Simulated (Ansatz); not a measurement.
# Ge₂O₂: what the fields show

```tsv
atom	x (Å)	y (Å)	z (Å)
Ge	0.1232	1.2887	-0.4025
Ge	-0.1237	-1.2884	0.4032
O	1.0560	0.1145	0.6899
O	-1.0555	-0.1148	-0.6905
```

Geometry: PBE-D4/def2-SVP.

The calculation used Ansatz 0.2.0, RKS PBE0-D4/def2-TZVP.

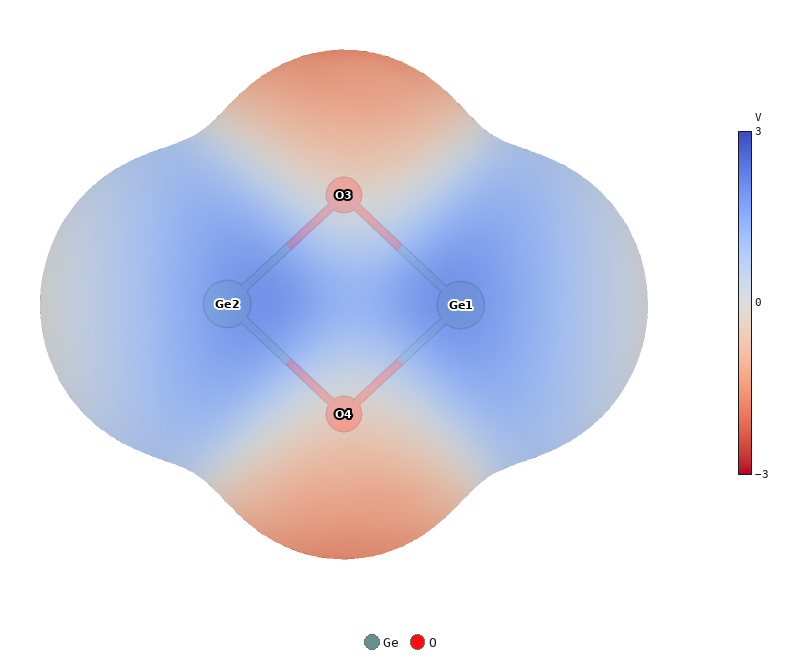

Figure 1. The electrostatic potential painted on the density surface at 0.002 e/bohr³, seen across its widest extent; the colour scale runs from red (negative) to blue (positive).

Question: Which sites attract a positive test charge, and which a negative one?

Answer: A positive charge is drawn to the negative regions and a negative charge to the positive ones. The most negative region (about −1.6 V) lies over O3 and O4, the most positive (about +2.0 V) over Ge1 and Ge2.

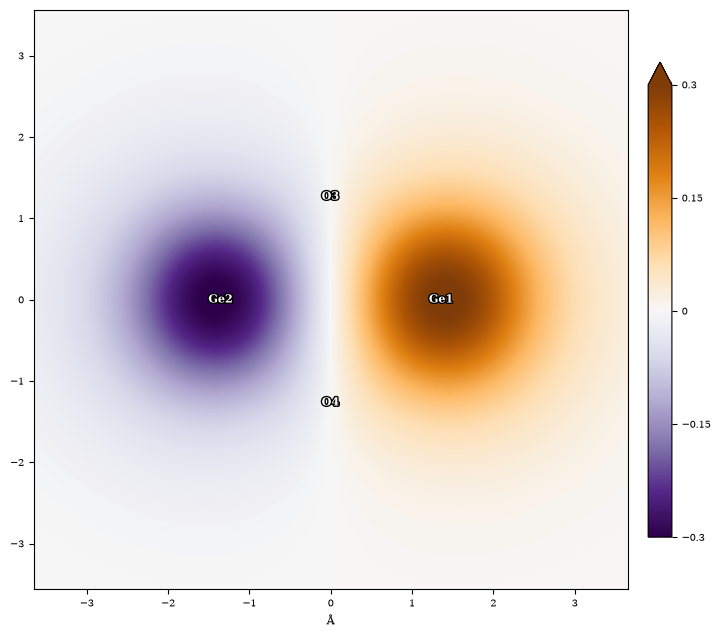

Figure 2. The LUMO on a plane 0.8 Å above the molecular plane (values in Å⁻³ᐟ²; the overall sign is arbitrary).

Question: Where does this orbital lie, and at what energy?

Answer: Its weight (Hirshfeld) is mainly on Ge1 (about 50 %) and Ge2 (about 50 %); it changes sign across the molecular plane (π type); it is gerade (even under inversion). Its energy is −2.45 eV.

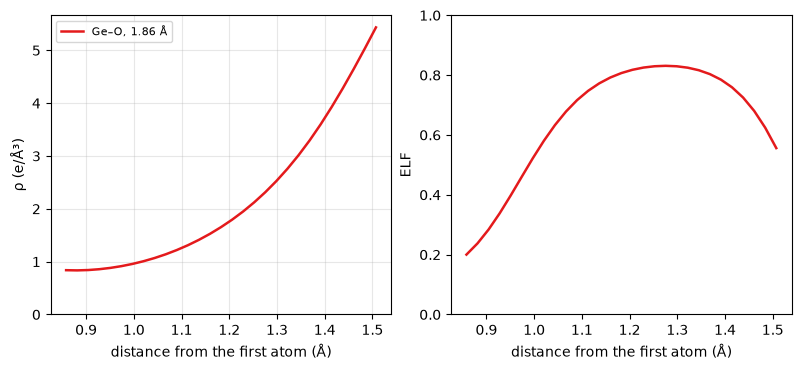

Figure 3. Electron density and ELF along straight lines between neighbouring atoms. The curves leave out the atomic cores.

Question: What can be read from the curves?

Answer: Ge–O (1.86 Å): the density is about 0.86 e/Å³ at the midpoint; the ELF peaks at about 0.85 in the valence shell of O, 0.6 Å from its nucleus, and is about 0.35 at the midpoint.

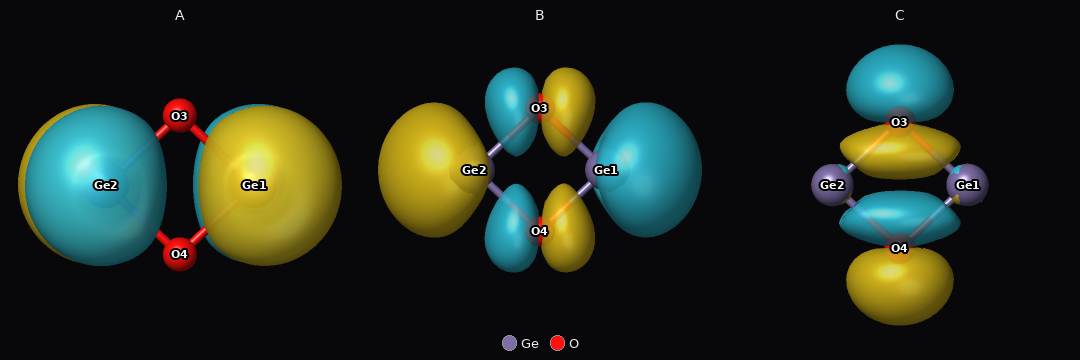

Figure 4. Three frontier orbitals at ±0.08 Å⁻³ᐟ² (yellow and cyan are the two phases), in no order.

Question: Which picture is the HOMO−1, the HOMO and the LUMO?

Answer: C is the HOMO−1 (−8.35 eV). Its weight (Hirshfeld) is mainly on O3 (about 45 %), O4 (about 45 %), Ge1 (about 5 %) and Ge2 (about 5 %); it is symmetric in the molecular plane (an in-plane orbital: σ, lone-pair or in-plane π type); it is ungerade (odd under inversion); largely a combination of lone pairs on O3 and O4. B is the HOMO (−7.07 eV). By Hirshfeld shares it lies mainly on Ge1 (about 35 %), Ge2 (about 35 %), O3 (about 15 %) and O4 (about 15 %); it is symmetric in the molecular plane (an in-plane orbital: σ, lone-pair or in-plane π type); it is ungerade (odd under inversion). A is the LUMO (−2.45 eV). Its weight (Hirshfeld) is mainly on Ge1 (about 50 %) and Ge2 (about 50 %); it changes sign across the molecular plane (π type); it is gerade (even under inversion).

Question: What is the HOMO–LUMO gap?

Answer: 4.62 eV between the orbital energies.
